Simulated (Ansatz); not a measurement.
# How Y(0001) screens a field, part 2 of 2

Where does the screening charge of Y(0001) sit?

Ansatz 0.2.0; plane-wave DFT, PBE, Ansatz PAW.

So far. Step 8 (Atoms held, field -0.2 V/Å): The dipole is -0.216 e·Å.

### Step 9. Atoms held, field 0.4 V/Å

The input, input.yaml:

```yaml
crystal:
  lattice:
    - [3.65, 0.0, 0.0]
    - [1.825, 3.1609927238, 0.0]
    - [0.0, 0.0, 29.4683]
  atoms:
    - { symbol: "Y", position: [0.0, 0.0, 0.3054129353] }
    - { symbol: "Y", position: [0.6666666667, 0.6666666667, 0.4027064676] }
    - { symbol: "Y", position: [0.0, 0.0, 0.5] }
    - { symbol: "Y", position: [0.6666666667, 0.6666666667, 0.5972935324] }
    - { symbol: "Y", position: [0.0, 0.0, 0.6945870647] }
kpoints:
  mp_grid: { grid: [18, 18, 1] }
hamiltonian:
  xc: pbe
scf:
  occupations: { method: fermi_dirac, width: 0.1 }
  convergence: { dr2_threshold: 1.0e-10 }
efield:
  axis: 3
  dipole_correction: true
  ramp_position: 0.97
  ramp_width: 0.06
  amplitude: 0.4
output:
  forces: true
  write_potential: true
  write_density: true
  volumetric_format: npy
  elf: true
```

Command:

```
> ansatz run input.yaml --threads 2 --pin off --max-ram 3072MiB --backend cpu --events-out ev --progress --plain --runs-dir out
```

Numbers of over 12 decimals in the logs are rounded to 6 here.

The program printed:

```text
[...]
Crystal: 5 atoms, lattice volume = 339.994 Å³
Basis set: ecut = 420 eV, 6519 PW (Γ), exchange–correlation on 50×50×400 points (8 copies of the dense FFT grid, shifted against one another)
Bands: 33, of which v1, the nominal top of the filled ones, is band 28 counted from 1 (27 counted from 0)
Symmetry: 6 space group operations
k-points: 37 of 324 (time reversal used)
[...]
k-point 0: bands = [... 24 lower, 0.8811, 2.9546, 3.1622, 3.6202, 3.6905, 4.1942, 4.4306, 4.4306, ... 6 higher]
  k-point 1: bands = [... 24 lower, 0.9433, 2.9657, 3.1616, 3.5545, 3.6507, 4.1727, 4.3467, 4.3632, ... 6 higher]
  k-point 2: bands = [... 24 lower, 1.1226, 2.9839, 3.1427, 3.3790, 3.5577, 4.0767, 4.0906, 4.1822, ... 6 higher]
  k-point 36: bands = [... 24 lower, 2.3584, 2.4584, 2.4637, 2.7660, 2.8681, 3.1643, 3.3425, 3.3728, ... 6 higher]
[key lines of the parts left out:]
SCF converged after 17 iterations
Free energy (F): -19242.152015 eV
Fermi energy:    2.874732 eV
Dipole field:    D = 0.230521 V/Å  (p = 0.433132 e·Å, saw-weighted, corrected)
```

Wall time 49 s (2 threads of Arm Neoverse V1, shared host); peak memory 0.68 GiB; 97 s of CPU time.

Running mean over 2.867 Å of the planar mean, with the applied field; the ramp of the sawtooth is left out. Table of electron's electrostatic potential energy less the Fermi level by z:

| z (Å) | electron's electrostatic potential energy less the Fermi level (eV) |
| --- | --- |
| 5.0 | 2.85 |
| 7.5 | -1.38 |
| 10.0 | -5.57 |
| 12.5 | -5.50 |
| 15.0 | -5.56 |
| 17.5 | -5.47 |
| 20.0 | -5.75 |
| 22.5 | 1.31 |
| 25.0 | 4.14 |

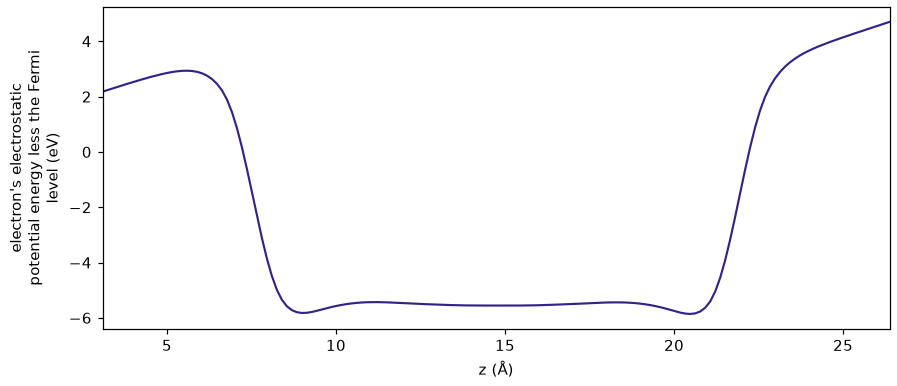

Electron's electrostatic potential energy less the Fermi level, plotted against z.

The dipole is 0.433 e·Å.

### Step 10. The response

This step: plane-wave DFT, PBE, Ansatz PAW; screening of a field by a metal slab (Ansatz 0.2.0).

The dipoles give the slope, and the difference of two potentials shows where the field is screened.

This step gave:

| Property | Result |
| --- | --- |
| equivalent conductor thickness p/(ε₀AE) | 16.93 Å |
| distance between the outer atoms | 11.47 Å |
| inner field over outer field | -0.002843 |
| image plane, upper face | 2.697 Å |
| induced electrons on the upper face over ε₀E | -1.001 |
| image plane, lower face | 2.697 Å |
| induced electrons on the lower face over ε₀E | 1.001 |

Table of dipole of the cell by applied field:

```csv
applied field (V/Å),dipole of the cell (e·Å)
-0.200,-0.216
-0.100,-0.108
-0.050,-0.0540
0.000,0
0.050,0.0540
0.100,0.108
0.200,0.216
0.400,0.433
```

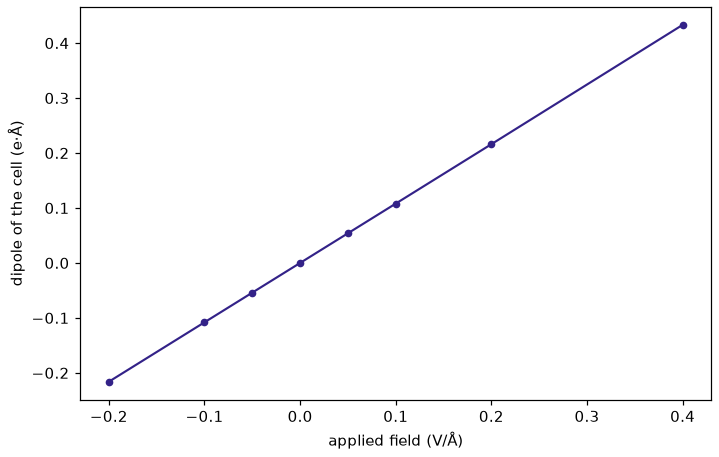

Dipole of the cell against applied field.

Local field over the applied field, running mean. From the potentials at -0.05 and 0.05 V/Å; running mean over 2.867 Å. The local field over applied field by z:

| z (Å) | local field over applied field |
| --- | --- |
| 6 | 0.670 |
| 8 | 0.0171 |
| 10 | -0.00479 |
| 12 | -0.00493 |
| 14 | -0.00317 |
| 16 | -0.00186 |
| 18 | -0.00748 |
| 20 | -0.0382 |
| 22 | 0.134 |
| 24 | 0.820 |

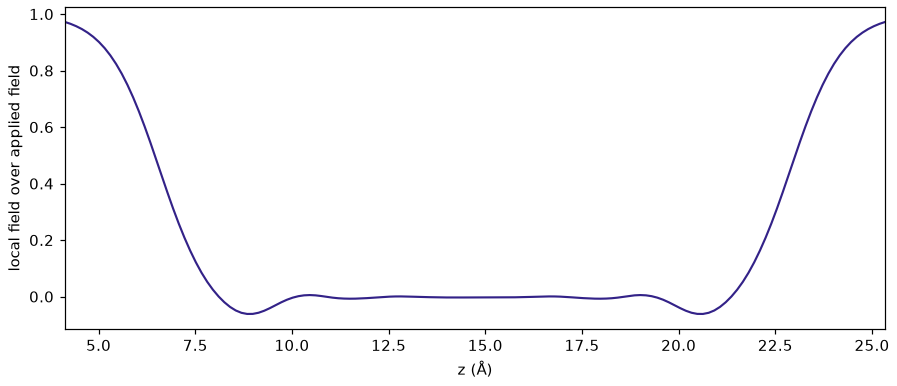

Local field over applied field against z.

The induced electron density oscillates, so the rows of the table below give means over windows of 2.65 Å about each position, cut where the curve ends. Its maxima inside the range that stand out by 2 % of the span (Å: e/Å³ per V/Å): 7.1: 0.00370, 9.7: 7.7e-4, 12.5: 1.2e-4, 18.3: 4.0e-4, 20.9: 0.00191. Its minima: 8.5: -0.00191, 11.2: -4.0e-4, 16.9: -1.2e-4, 19.7: -7.7e-4, 22.4: -0.00370.

Electrons, planar mean, per unit field. Induced electron density against z; means over each step:

```csv
z (Å),induced electron density (e/Å³ per V/Å)
5.45,0.00117
8.10,7.5e-4
10.75,1.2e-4
13.40,1.9e-5
16.05,-1.9e-5
18.70,-1.2e-4
21.35,-7.3e-4
24.00,-0.00119
```

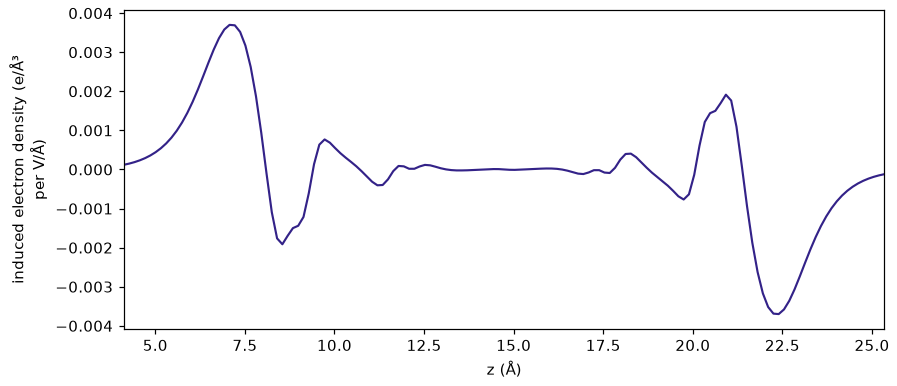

Induced electron density, plotted against z.

By hand: between -0.05 and 0.05 V/Å the dipole changes by 0.1080 e·Å, a slope of 1.080 e·Å²/V. A perfect conductor of thickness t has p = ε₀AEt, so t = 180.95 × 1.080 / 11.538 = 16.93 Å (e/ε₀ = 180.95 V·Å, A in Å²). Less the 11.47 Å between the outer atoms, and halved, that puts each image plane 2.73 Å out.

The induced dipole is that of a conductor 16.93 Å thick.

### Step 11. A changed input: accuracy = "medium" and basis.xc_grid = 3

This step: plane-wave DFT, PBE, Ansatz PAW (Ansatz 0.2.0).

A run with a changed input: it repeats the earlier run at 0.05 V/Å with accuracy to medium and basis.xc_grid to 3.

input.yaml: that of step 9 with these lines changed.

```diff
@@ -23,3 +23,3 @@
   ramp_width: 0.06
-  amplitude: 0.4
+  amplitude: 0.05
 output:
@@ -29,2 +29,4 @@
   volumetric_format: npy
-  elf: true
+accuracy: medium
+basis:
+  xc_grid: 3
```

The program printed:

```text
[...]
Crystal: 5 atoms, lattice volume = 339.994 Å³
Basis set: ecut = 420 eV, 6519 PW (Γ), exchange–correlation on 75×75×600 points (27 copies of the dense FFT grid, shifted against one another)
Bands: 33, of which v1, the nominal top of the filled ones, is band 28 counted from 1 (27 counted from 0)
Symmetry: 6 space group operations
k-points: 37 of 324 (time reversal used)
[...]
SCF iter   1: F=—  HF=-19244.256523 eV  |F-HF|=—  |Δ(HF+E_count)|=         —  Δρ=1.89e-2  dr2=4.01e1  ethr=3.10e-3  p=0.048 e·Å  D=2.57e-2 V/Å  ΔV_dip=-0.76 eV  dr2_dipole=7.50e-8  V_vac-E_F(+/−)=6.52/5.92 eV  ⟨swp⟩=8.4  Hψ=5553  notcnv=0
[...]
SCF iter  14: F=-19242.066876 eV  HF=-19242.066876 eV  |F-HF|=7.28e-11  |Δ(HF+E_count)|=  1.09e-11  Δρ=8.18e-8  dr2=8.76e-11  ethr=1.00e-12  p=0.054 e·Å  D=2.87e-2 V/Å  ΔV_dip=-0.85 eV  dr2_dipole=1.92e-12  V_vac-E_F(+/−)=3.61/3.10 eV  ⟨swp⟩=9.6  Hψ=8834  notcnv=0
SCF 1 converged in 14 iterations: F = -19242.066876 eV  dr2 = 8.76e-11
[...]
SCF converged after 14 iterations
Free energy (F): -19242.066876 eV
[...]
Internal energy: -19241.699533 eV  (E = F + TS)
E sigma→0 (E₀):  -19241.883204 eV
Entropy (-TS):   -0.367344 eV (-73.469 meV/atom)
Fermi energy:    2.904875 eV
Dipole field:    D = 0.028730 V/Å  (p = 0.053982 e·Å, saw-weighted, corrected)
Work function:   not extracted (applied field tilts the vacuum); planar V_es + V_field profile in the machine report
[...]
--- Forces (eV/Å), atoms counted from 1 ---
  atom   1  Y      0.00000000    -0.00000000     0.17614721
  atom   2  Y     -0.00000000     0.00000000    -0.17724521
  atom   3  Y     -0.00000000    -0.00000000    -0.00078908
  atom   4  Y     -0.00000000     0.00000000     0.17918516
  atom   5  Y      0.00000000    -0.00000000    -0.17729916
  max |Σ_I F_I| component: 1.08e-6 eV/Å
--- Band table (eV; the first three rows and the last of 37) ---
  k-point 0: bands = [... 24 lower, 0.9110, 3.0723, 3.0985, 3.6504, 3.7199, 4.2247, 4.4640, 4.4640, ... 6 higher]
  k-point 1: bands = [... 24 lower, 0.9732, 3.0787, 3.1032, 3.5845, 3.6800, 4.2034, 4.3840, 4.3871, ... 6 higher]
  k-point 2: bands = [... 24 lower, 1.1524, 3.0778, 3.1051, 3.4087, 3.5860, 4.1124, 4.1159, 4.2137, ... 6 higher]
  k-point 36: bands = [... 24 lower, 2.3884, 2.4888, 2.4934, 2.7959, 2.8976, 3.1940, 3.3707, 3.4090, ... 6 higher]
```

Wall time 39 s (2 threads); peak memory 0.76 GiB.

This step gave:

```yaml
energy_at_zero_smearing: -19241.8832 eV
dipole_along_the_normal: 0.05398 e·Å
```

Force by atom:

```csv
atom,x (eV/Å),y (eV/Å),z (eV/Å),size
Y1,0.000,0.000,0.176,0.176
Y2,0.000,0.000,-0.177,0.177
Y3,0.000,0.000,-0.001,0.001
Y4,0.000,0.000,0.179,0.179
Y5,0.000,0.000,-0.177,0.177
```

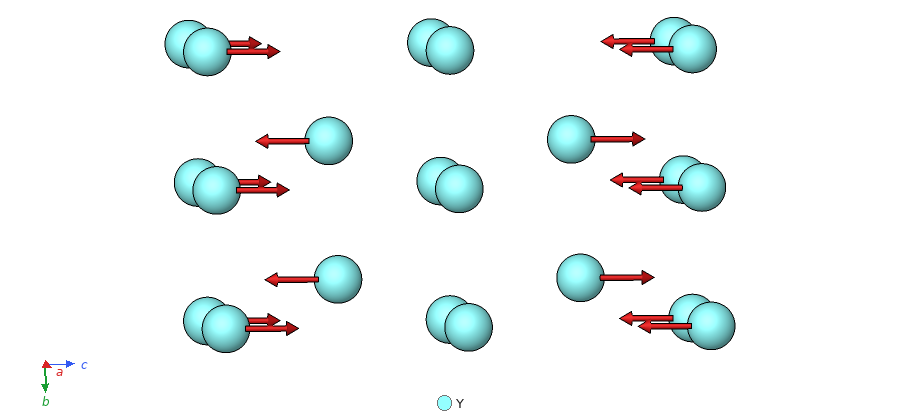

Force as arrows, the longest 0.179 eV/Å. 1×2×1 cells are drawn. Some periodic images of atoms are drawn too.

| quantity | this run | earlier run | difference |
| --- | --- | --- | --- |
| dipole along the normal (e·Å) | 0.05398 | 0.05398 | 4.3e-7 |

The dipole moves by under 0.5 % or 5e-5 e·Å.

### Step 12. Summary of results

```
work function                                : 3.37 eV
image plane, upper face                      : 2.70 Å
induced electrons on the upper face over ε₀E : -1.00
equivalent conductor thickness p/(ε₀AE)      : 16.9 Å
inner field over outer field                 : -0.00284
```

The induced charge has its centre 2.70 Å outside the outermost atoms; this is the plane from which a capacitor's gap or an image potential counts. The equivalent conductor thickness exceeds the distance between the outer atoms by 5.47 Å, about the sum of the two image-plane distances. In the middle of the slab the field is screened to under 0.5 % of its outer value. The atoms are held at bulk positions with the tabulated experimental lattice constant.

[Logs are printed without paths, hosts, clocks, repeated set-up lines and the standing remarks that a program may print on its own settings, such as how far it seeks lower states.]

[Hosts, paths, dates, database ids (printed as entryN), source tags and the programs' standing remarks are cut or masked in the printed files.]

[Maps of the electrostatic potential energy from Ansatz leave out the sawtooth potential of an applied field or a dipole correction, so their vacuum need not be flat; planar profiles and work functions include it.]
